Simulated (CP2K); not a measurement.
**GFN2-xTB run of H2O2 (hydrogen peroxide)**

Aim: the energy change on altering one bond length of H2O2 (hydrogen peroxide) at GFN2-xTB, from 2 runs. 

The calculation is run with CP2K 2026.2.

3 further runs of the same task are left out: 2 that didn't finish, 1 set aside as unsound or not needed.

## Step 1: The system as given

H2O2: 4 atoms, total charge 0, spin state singlet. As SMILES, `OO`. The shape is that of a PBE0-D4/def2-TZVP optimisation.

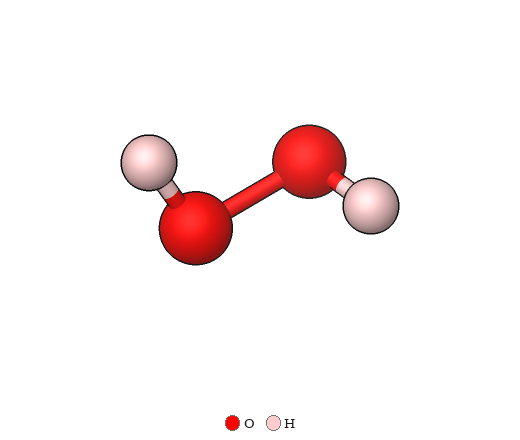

Viewed from a chosen angle; oxygen red, hydrogen pink.

## Step 2: A single-point energy at GFN2-xTB

Input file run.inp:

```
&GLOBAL
  PROJECT run
  RUN_TYPE ENERGY
  PRINT_LEVEL MEDIUM
&END

&FORCE_EVAL
  METHOD QUICKSTEP
  &DFT
    &QS
      METHOD XTB
      EPS_DEFAULT 1.0E-10
      &XTB
        GFN_TYPE TBLITE
        &TBLITE
          METHOD GFN2
        &END
        CHECK_ATOMIC_CHARGES F
      &END
    &END
    &POISSON
      PERIODIC NONE
      POISSON_SOLVER ANALYTIC
    &END
    &SCF
      SCF_GUESS ATOMIC
      EPS_SCF 1.0E-06
      MAX_SCF 150
      ADDED_MOS 2
      &DIAGONALIZATION
        ALGORITHM STANDARD
      &END
      &MIXING
        METHOD DIRECT_P_MIXING
        ALPHA 0.4
      &END
      &SMEAR ON
        METHOD FERMI_DIRAC
        ELECTRONIC_TEMPERATURE [K] 300
      &END
    &END
    &PRINT
      &MOMENTS
        PERIODIC F
        REFERENCE COM
        MAX_MOMENT 1
      &END
      &MO ON
        ENERGIES T
        OCCUPATION_NUMBERS T
        NDIGITS 6
        &EACH
          QS_SCF 0
        &END
        ADD_LAST NUMERIC
      &END
      &HIRSHFELD OFF
      &END
    &END
  &END
  &SUBSYS
    &CELL
      ABC 16.7 18.1 17.2
      PERIODIC NONE
    &END
    &COORD
      O     -0.486800    -0.581100     0.030600
      O      0.048300     0.728400     0.206900
      H      0.186400    -1.117000     0.467400
      H      0.252100     0.969800    -0.704900
    &END
    &TOPOLOGY
      &CENTER_COORDINATES
      &END
    &END
  &END
&END
```

Run with:

```bash
$ OMP_NUM_THREADS=1 cp2k.psmp -i run.inp -o run.out
```

Log, cut to the lines that bear on the results:

```text
CP2K| version string:                                       CP2K version 2026.2
[...]
 GLOBAL| Method name                                                        CP2K
[...]
 GLOBAL| Run type                                                         ENERGY
[...]
                             - Atoms:                                          4
[...]
                             - Spherical basis functions:                     10
[...]
 Number of electrons:                                                         14
[...]
  *** SCF run converged in     9 steps ***
[...]
  Fermi energy:                                                -0.18955745009545
[...]
 TB_DIPOLE| Moment [Debye]          1.35187225      -0.45393261      -0.73220898
 TB_DIPOLE| Derivative [a.u.]       0.00000000       0.00000000       0.00000000
[...]
 ENERGY| Total FORCE_EVAL ( QS ) energy [hartree]             -9.052208078406721
[...]
```

Wall time 0.42 s (1 thread of Arm Neoverse N1, shared host); peak memory 0.14 GiB.

## Step 3: The distorted shape

Input file job.inp:

```
&GLOBAL
  PROJECT_NAME job
  RUN_TYPE ENERGY
  PRINT_LEVEL MEDIUM
&END GLOBAL
&FORCE_EVAL
  METHOD QUICKSTEP
  &DFT
    ! Quickstep
    &QS
      METHOD XTB
      EPS_DEFAULT 1.0E-10
      &XTB
        GFN_TYPE TBLITE
        &TBLITE
          METHOD GFN2
        &END TBLITE
        CHECK_ATOMIC_CHARGES F
      &END XTB
    &END QS
    ! cluster boundary conditions
    &POISSON
      PERIODIC NONE
      POISSON_SOLVER ANALYTIC
    &END POISSON
    &SCF
      SCF_GUESS ATOMIC
      EPS_SCF 1.0E-06
      MAX_SCF 150
      ADDED_MOS 2
      &DIAGONALIZATION
        ALGORITHM STANDARD
      &END DIAGONALIZATION
      &MIXING
        METHOD DIRECT_P_MIXING
        ALPHA 0.4
      &END MIXING
      &SMEAR ON
        METHOD FERMI_DIRAC
        ELECTRONIC_TEMPERATURE [K] 300
      &END SMEAR
    &END SCF
    &PRINT
      &MOMENTS
        PERIODIC F
        REFERENCE COM
        MAX_MOMENT 1
      &END MOMENTS
      &MO ON
        ENERGIES T
        OCCUPATION_NUMBERS T
        NDIGITS 6
        &EACH
          QS_SCF 0
        &END EACH
        ADD_LAST NUMERIC
      &END MO
      &HIRSHFELD OFF
      &END HIRSHFELD
    &END PRINT
  &END DFT
  &SUBSYS
    ! vacuum box
    &CELL
      ABC 17.3 18.6 17.6
      PERIODIC NONE
    &END CELL
    &COORD
      O     -1.160032    -0.045175    -0.406221
      O     -0.624932     1.264325    -0.229921
      H      0.186400    -1.117000     0.467400
      H     -0.421132     1.505725    -1.141721
    &END COORD
    &TOPOLOGY
      &CENTER_COORDINATES
      &END CENTER_COORDINATES
    &END TOPOLOGY
  &END SUBSYS
&END FORCE_EVAL
```

Run with:

```bash
$ OMP_NUM_THREADS=1 cp2k.psmp -i job.inp > job.out 2>&1
```

Log, cut to the lines that bear on the results:

```text
CP2K| version string:                                       CP2K version 2026.2
[...]
 GLOBAL| Method name                                                        CP2K
[...]
 GLOBAL| Run type                                                         ENERGY
[...]
                             - Atoms:                                          4
[...]
                             - Spherical basis functions:                     10
[...]
 Number of electrons:                                                         14
[...]
  *** SCF run converged in    17 steps ***
[...]
  Fermi energy:                                                -0.40557096114808
[...]
 TB_DIPOLE| Moment [Debye]          1.86190013      -0.43612521      -0.45379110
 TB_DIPOLE| Derivative [a.u.]       0.00000000       0.00000000       0.00000000
[...]
 ENERGY| Total FORCE_EVAL ( QS ) energy [hartree]             -8.914671777963207
[...]
```

Run time: 0.44 s. Hardware: 1 thread of Arm Neoverse N1, shared host; peak memory 0.14 GiB.

## Step 4: Outcome

At GFN2-xTB:

```
                                                         quantity        value
                                        first shape: total energy  -9.05221 Eh
           first shape: dipole moment (from atomic charges alone)       1.60 D
                                         first shape: HOMO energy    -12.26 eV
                                         first shape: LUMO energy     -4.24 eV
                                       first shape: HOMO–LUMO gap      8.02 eV
                                    distorted shape: total energy  -8.91467 Eh
       distorted shape: dipole moment (from atomic charges alone)       1.97 D
                                     distorted shape: HOMO energy    -11.86 eV
                                     distorted shape: LUMO energy    -10.21 eV
                                   distorted shape: HOMO–LUMO gap      1.66 eV
energy change with the O1–H3 bond stretched from 0.965 to 1.930 Å     3.743 eV
```

What this shows: One bond (distorted shape) is far stretched, which a spin-restricted single reference describes badly. With the O1–H3 bond stretched from 0.965 to 1.930 Å the energy rises by 3.74 eV (86 kcal/mol). The first shape isn't relaxed at this level, so the change isn't measured from a minimum. A restricted reference can't describe the breaking bond well at this length. The dipole (first shape) comes from point charges on the atoms alone, without atomic dipoles, so it is partial. The dipole (distorted shape) comes from point charges on the atoms alone, without atomic dipoles, so it is partial.
